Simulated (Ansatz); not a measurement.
# Profile along the Cu–Cu line in Cu (fcc, Cu type)

Cu (fcc, Cu type)

```xyz
1
Lattice="0.0000 1.7884 1.7884 1.7884 0.0000 1.7884 1.7884 1.7884 0.0000" Properties=species:S:1:pos:R:3 pbc="T T T"
Cu     0.0000     0.0000     0.0000
```

Fields along a shortest Cu–Cu line of a {110} plane (2.53 Å), from Cu to Cu, interpolated on the slice's grid (step about 0.1 Å). All values below come from r2SCAN (plane waves to 500 eV, PAW, scalar-relativistic; Ansatz, a quantum-chemistry and plane-wave program). k mesh 22×22×22. Near the nuclei the fields are pseudised (PAW); where an atom keeps semicore shells as valence, they peak there. Cu is run without spin polarisation. Cu was relaxed with its symmetry unable to fall.

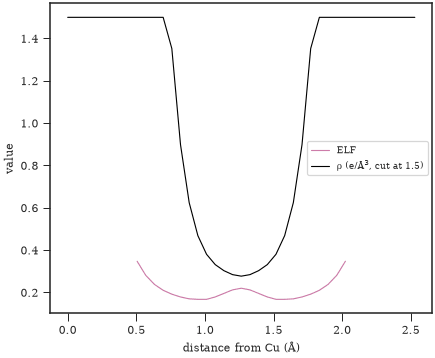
Figure: ELF (away from the nuclei) and valence density from Cu to Cu.

Density on the Cu–Cu line (2.53 Å) at its midpoint: 0.28 e/Å³. ELF at that point: 0.22.
